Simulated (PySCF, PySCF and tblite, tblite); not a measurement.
# MeOCH2CF3 (C3H5F3O): conformers and averaged spectra, part 2 of 2

PySCF and tblite. Atoms count from 0. Earlier steps stand in the parts before.

## 7. Couplings, conformer 1: B3LYP/pcJ-1+6-31G*

The job: settings as JSON, then the geometry in Å.

```
{"job": {"xc": "B3LYP", "basis": {"default": "6-31G*", "H": "pcJ-1", "F": "pcJ-1"}, "nuclei": ["H", "F", "P", "Si", "B"], "kind": "j"}, "charge": 0, "multiplicity": 1}
C      1.543404     0.665974    -0.069556
O      0.853766    -0.345552    -0.779956
C     -0.211305    -0.925019    -0.100128
C     -1.428573    -0.000133     0.056701
F     -2.523866    -0.713603     0.364157
F     -1.278205     0.898196     1.044227
F     -1.704660     0.687591    -1.052320
H      0.939928     1.570527     0.044732
H      2.423309     0.894894    -0.666154
H      1.851174     0.310046     0.919427
H      0.068781    -1.260982     0.910690
H     -0.532554    -1.782626    -0.697848
```

The program printed:

```text
coarse grid: 10704 points
cycle   1  E = -491.9028937497  dE =  9.918e-01  |g| = 1.041e+00  |ddm| = 2.915e+00
cycle   2  E = -491.6199377332  dE =  2.830e-01  |g| = 1.702e+00  |ddm| = 1.648e+00
cycle   3  E = -492.0824410071  dE = -4.625e-01  |g| = 8.234e-02  |ddm| = 1.102e+00
cycle   4  E = -492.0831565993  dE = -7.156e-04  |g| = 6.007e-02  |ddm| = 9.010e-02
cycle   5  E = -492.0837952193  dE = -6.386e-04  |g| = 1.104e-02  |ddm| = 4.108e-02
cycle   6  E = -492.0838139549  dE = -1.874e-05  |g| = 3.460e-03  |ddm| = 9.657e-03
cycle   7  E = -492.0838165474  dE = -2.592e-06  |g| = 3.542e-04  |ddm| = 3.081e-03
final grid: 106504 points
cycle   8  E = -492.0795193966  dE = -1.285e-04  |g| = 7.991e-03  |ddm| = 1.729e-02
cycle   9  E = -492.0795099925  dE =  9.404e-06  |g| = 1.109e-02  |ddm| = 1.101e-02
cycle  10  E = -492.0795307253  dE = -2.073e-05  |g| = 8.729e-04  |ddm| = 6.116e-03
cycle  11  E = -492.0795308557  dE = -1.304e-07  |g| = 3.403e-04  |ddm| = 9.578e-04
cycle  12  E = -492.0795308802  dE = -2.449e-08  |g| = 7.968e-05  |ddm| = 3.233e-04
cycle  13  E = -492.0795308812  dE = -1.029e-09  |g| = 1.784e-05  |ddm| = 5.785e-05
cycle  14  E = -492.0795308813  dE = -5.411e-11  |g| = 2.494e-06  |ddm| = 1.304e-05
converged SCF energy = -492.0795308813

Indirect spin-spin couplings (Hz)
  i      j    bonds     total        FC       PSO       DSO        SD
  4 F    5 F    2     78.776    41.682   -16.915    -0.296    54.305
  4 F    6 F    2     79.388    36.344   -10.798    -0.357    54.200
  4 F    8 H    5      1.852     2.262     0.987    -1.426     0.028
  4 F    9 H    5     -0.293    -0.056     0.746    -0.967    -0.016
  4 F   10 H    3     -2.263    -2.406     0.628    -0.063    -0.423
  4 F   11 H    3      1.573     1.747     0.066     0.575    -0.815
  5 F    6 F    2     45.029    35.682   -39.969    -0.257    49.573
  5 F    7 H    5      7.692     7.837    -2.122     1.877     0.100
  5 F    8 H    5      3.778     4.049     0.666    -0.966     0.028
  5 F    9 H    5     -0.581    -0.297    -0.742     0.511    -0.053
  5 F   10 H    3      2.976     2.607     0.396     0.562    -0.589
  5 F   11 H    3     28.564    29.567     1.024    -1.992    -0.035
  6 F    7 H    5      0.756     0.223    -0.259     0.908    -0.116
  6 F    8 H    5     -0.307    -0.093     0.571    -0.739    -0.046
  6 F    9 H    5     -0.177    -0.056     1.109    -1.070    -0.160
  6 F   10 H    3     19.716    20.618     1.050    -2.024     0.072
  6 F   11 H    3     -1.030    -1.913     1.224    -0.236    -0.105
  7 H    8 H    2    -12.093   -11.520     1.781    -2.354         -
  7 H    9 H    2     -8.991    -8.481     1.617    -2.127         -
  7 H   10 H    4      0.519     0.762     0.375    -0.618         -
  7 H   11 H    4     -1.369    -0.687     1.311    -1.993         -
  8 H    9 H    2    -12.637   -12.001     1.880    -2.515         -
  8 H   10 H    4     -0.768    -0.191     1.074    -1.651         -
  8 H   11 H    4     -0.272     0.333     1.321    -1.926         -
  9 H   10 H    4      0.817     0.238    -1.404     1.983         -
  9 H   11 H    4     -0.973    -0.406     1.069    -1.636         -
 10 H   11 H    2    -14.021   -13.655     1.255    -1.621         -
```

Wall time 22 s (1 thread of Arm Neoverse V2, shared host); peak memory 0.84 GiB.

This run: HOMO -7.70 eV, LUMO 1.25 eV; dipole 1.99 D.

## 8. Couplings, conformer 2: B3LYP/pcJ-1+6-31G*

The job: settings as JSON, then the geometry in Å.

```
{"job": {"xc": "B3LYP", "basis": {"default": "6-31G*", "H": "pcJ-1", "F": "pcJ-1"}, "nuclei": ["H", "F", "P", "Si", "B"], "kind": "j"}, "charge": 0, "multiplicity": 1}
C     -1.904425    -0.125815    -0.215355
O     -0.575395    -0.593862    -0.247190
C      0.352357     0.372026     0.148649
C      1.742595    -0.248260     0.076550
F      2.675181     0.645516     0.452038
F      1.877808    -1.303003     0.881570
F      2.066122    -0.643079    -1.155657
H     -2.040508     0.722966    -0.894750
H     -2.192126     0.176240     0.797821
H     -2.523983    -0.957752    -0.539794
H      0.183581     0.703430     1.185596
H      0.339990     1.250907    -0.515505
```

The program printed:

```text
coarse grid: 10704 points
cycle   1  E = -491.9048440593  dE =  1.005e+00  |g| = 1.035e+00  |ddm| = 2.922e+00
cycle   2  E = -491.6538831356  dE =  2.510e-01  |g| = 1.647e+00  |ddm| = 1.570e+00
cycle   3  E = -492.0829576308  dE = -4.291e-01  |g| = 7.093e-02  |ddm| = 1.012e+00
cycle   4  E = -492.0835133214  dE = -5.557e-04  |g| = 4.996e-02  |ddm| = 7.568e-02
cycle   5  E = -492.0839729528  dE = -4.596e-04  |g| = 1.038e-02  |ddm| = 3.466e-02
cycle   6  E = -492.0839882635  dE = -1.531e-05  |g| = 3.363e-03  |ddm| = 8.396e-03
cycle   7  E = -492.0839905691  dE = -2.306e-06  |g| = 2.932e-04  |ddm| = 2.821e-03
final grid: 106504 points
cycle   8  E = -492.0793336707  dE = -1.277e-04  |g| = 7.611e-03  |ddm| = 1.667e-02
cycle   9  E = -492.0793260139  dE =  7.657e-06  |g| = 1.030e-02  |ddm| = 1.060e-02
cycle  10  E = -492.0793442711  dE = -1.826e-05  |g| = 8.094e-04  |ddm| = 5.820e-03
cycle  11  E = -492.0793443745  dE = -1.034e-07  |g| = 3.174e-04  |ddm| = 8.102e-04
cycle  12  E = -492.0793443962  dE = -2.165e-08  |g| = 5.991e-05  |ddm| = 2.758e-04
cycle  13  E = -492.0793443967  dE = -5.762e-10  |g| = 1.905e-05  |ddm| = 4.723e-05
converged SCF energy = -492.0793443967

Indirect spin-spin couplings (Hz)
  i      j    bonds     total        FC       PSO       DSO        SD
  4 F    5 F    2     82.807    40.536   -12.187    -0.362    54.820
  4 F    6 F    2     83.151    40.931   -12.244    -0.362    54.827
  4 F    7 H    5     -0.241    -0.133     0.655    -0.764     0.001
  4 F    8 H    5     -0.239    -0.132     0.654    -0.762     0.000
  4 F    9 H    5      1.852     1.996     0.998    -1.215     0.073
  4 F   10 H    3     -0.910    -0.895     0.329     0.272    -0.615
  4 F   11 H    3     -0.941    -0.929     0.334     0.267    -0.613
  5 F    6 F    2     50.814    38.692   -36.428    -0.345    48.895
  5 F    7 H    5      0.421     0.701     0.901    -1.147    -0.034
  5 F    8 H    5     -0.202     0.005     0.315    -0.471    -0.052
  5 F   10 H    3      1.838     1.101     0.892     0.162    -0.317
  5 F   11 H    3     21.827    22.823     1.047    -2.077     0.035
  6 F    7 H    5     -0.202     0.005     0.319    -0.474    -0.052
  6 F    8 H    5      0.421     0.700     0.902    -1.146    -0.034
  6 F   10 H    3     21.880    22.877     1.046    -2.077     0.034
  6 F   11 H    3      1.891     1.158     0.886     0.169    -0.323
  7 H    8 H    2     -8.538    -7.961     1.897    -2.474         -
  7 H    9 H    2    -12.117   -11.458     1.988    -2.647         -
  7 H   10 H    4      0.680     0.893     0.404    -0.617         -
  7 H   11 H    4      0.809     0.358    -1.129     1.580         -
  8 H    9 H    2    -12.107   -11.446     1.988    -2.648         -
  8 H   10 H    4      0.811     0.357    -1.136     1.590         -
  8 H   11 H    4      0.679     0.893     0.408    -0.623         -
  9 H   10 H    4     -1.022    -0.414     1.149    -1.757         -
  9 H   11 H    4     -1.027    -0.419     1.150    -1.758         -
 10 H   11 H    2    -10.468   -10.185     1.191    -1.474         -
```

Run time: 20 s. Hardware: 1 thread of Arm Neoverse V2, shared host; peak memory 0.84 GiB.

This run: HOMO -7.67 eV, LUMO 1.03 eV; dipole 3.29 D.

## 9. The ensemble: properties at B97-2/pcSseg-1 in tetrahydrofuran

The job: settings as JSON, then the geometry in Å.

```
{"job": {"study": "conf", "smiles": "COCC(F)(F)F", "search": {"seed": 3806, "n_embed": 60, "ff_keep": 14, "window": 3.0, "nmax": 10, "temps": [220, 260, 298.15, 340, 380], "t_ref": 298.15, "order": 0.001}, "level": {"nmr": {"xc": "B97-2", "basis": "pcSseg-1", "solvent": "tetrahydrofuran"}, "sp": {"xc": "B3LYP", "basis": "def2-TZVP", "solvent": "tetrahydrofuran"}, "j": {"xc": "B3LYP", "basis": {"default": "6-31G*", "H": "pcJ-1", "F": "pcJ-1"}, "nuclei": ["H", "F", "P", "Si", "B"]}}, "kind": "conf"}, "charge": 0, "multiplicity": 1}
C     -1.904425    -0.125815    -0.215355
O     -0.575395    -0.593862    -0.247190
C      0.352357     0.372026     0.148649
C      1.742595    -0.248260     0.076550
F      2.675181     0.645516     0.452038
F      1.877808    -1.303003     0.881570
F      2.066122    -0.643079    -1.155657
H     -2.040508     0.722966    -0.894750
H     -2.192126     0.176240     0.797821
H     -2.523983    -0.957752    -0.539794
H      0.183581     0.703430     1.185596
H      0.339990     1.250907    -0.515505
```

The program printed:

```text
conformer  sym    E(xTB)   E(DFT)   G(298.15 K)  weight  dipole/D
    1     C1      0.000    0.674    0.556   0.2812    2.324
    2     Cs      1.146    0.000    0.000   0.7188    3.852

mean shielding (ppm) by class
class atoms           220 K      260 K   298.15 K      340 K      380 K
  0 C  0             125.07    125.068    125.066    125.065    125.063
  1 O  1            325.389    325.424    325.452    325.478    325.499
  2 C  2            111.946    111.976    112.001    112.024    112.042
  3 C  3             54.388      54.32     54.265     54.214     54.173
  4 F  4,5,6        264.545    264.305    264.111    263.933    263.789
  5 H  7,8,9         28.097     28.096     28.094     28.093     28.092
  6 H  10,11         27.769     27.761     27.754     27.747     27.742
```

It took 93 s on 1 thread of Arm Neoverse V2, shared host. This counts the runs that the step sums up.

The search (ETKDG and KDG, MMFF94s, GFN2-xTB) embedded 60 structures, kept 2 distinct ones after the force field and 2 after xTB; 2 were carried on (window 3.0 kcal/mol at the search's own energies). Energies: B3LYP/def2-TZVP in tetrahydrofuran with D3(BJ).

The conformers at 298 K:

```
no.  group  mirror pair  ΔE xTB  ΔE DFT    ΔG  weight (%)  μ (D)  C0–O1–C2–C3 (°)     A, B, C (GHz)
  1     C1          yes    0.00    0.67  0.56        28.1   2.32               71  4.56, 1.87, 1.79
  2     Cs           no    1.15    0.00  0.00        71.9   3.85              180  5.15, 1.56, 1.54
```

Energies in kcal/mol. ΔG holds xTB vibrations and rotation, symmetry numbers and mirror pairs.

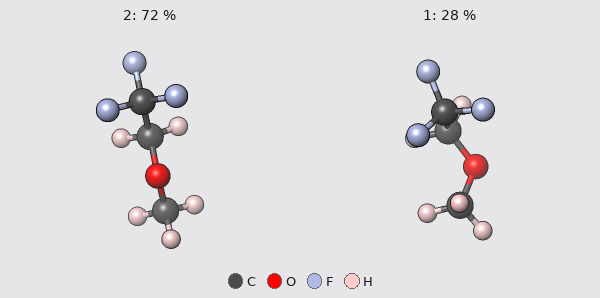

Conformers, most populated first.

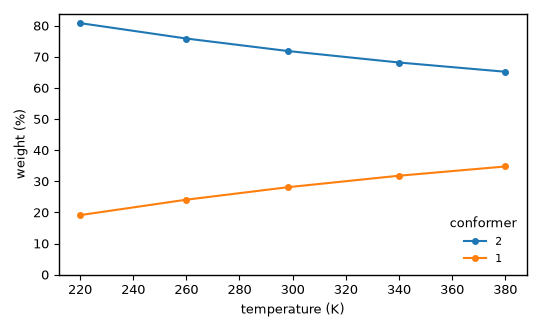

Weights against temperature.

How the weights hang on the way they are made:

```csv
scheme,2,1,mean μ (D)
DFT free energy,72,28,3.42
"DFT energy, symmetry counted",61,39,3.25
DFT energy alone,76,24,3.48
"xTB energy, symmetry counted",7,93,2.43
xTB free energy,11,89,2.49
lowest conformer only,100,0,3.85
equal weights,50,50,3.09
```

Shifts against references run at the same level (¹H TMS 31.80, ¹³C TMS 186.9 ppm of shielding), by class of atoms, at 298 K:

```
     atoms                              environment      no. 2      no. 1    average
        C3                               CF3 carbon      132.3      133.7      132.7
        C2                      sp3 CH2 bonded to O       75.1       74.5       74.9
        C0                methyl carbon bonded to O       61.9       61.9       61.9
  H10, H11       hydrogen on an sp3 CH2 bonded to O       4.00       4.17       4.05
H7, H8, H9  hydrogen on a methyl carbon bonded to O       3.70       3.73       3.71
        O1                             ether oxygen  325.3 (σ)  326.0 (σ)  325.5 (σ)
F4, F5, F6                  fluorine of a CF3 group  265.5 (σ)  260.6 (σ)  264.1 (σ)
```

Couplings (Hz, B3LYP/pcJ-1+6-31G*; one pair named for each class), from conformers that hold 100 % of the weight:

```csv
pair,bonds,no. 2,no. 1,average
F4–F5,2,72.3,67.7,71.0
H10–H11,2,-10.5,-14.0,-11.5
H7–H8,2,-10.9,-11.2,-11.0
F4–H10,3,7.6,8.3,7.8
```

Effective distances for nuclear Overhauser effects, ⟨r⁻⁶⟩^(−1/6) over all pairs of two classes (Å): H7···H10 2.85.

## 10. Summary of results

This closing draws on all 2 parts.

| quantity | value |
| --- | --- |
| conformers | 2; the first in weight is no. 2 (Cs), 72 % at 298 K |
| root-mean-square dipole | 3.49 D |
| averaged ¹³C shifts (B97-2/pcSseg-1 in tetrahydrofuran) | 132.7, 74.9, 61.9 ppm |
| averaged ¹H shifts (B97-2/pcSseg-1 in tetrahydrofuran) | 4.05, 3.71 ppm |

In words: Conformer 2 leads with 72 % at 298 K, and its share goes from 81 % at 220 K to 65 % at 380 K. xTB puts no. 1 lowest, DFT no. 2. Among conformers over 5 %, H10, H11 differ by 0.18 ppm, while the average moves by 0.03 ppm from 220 to 380 K.
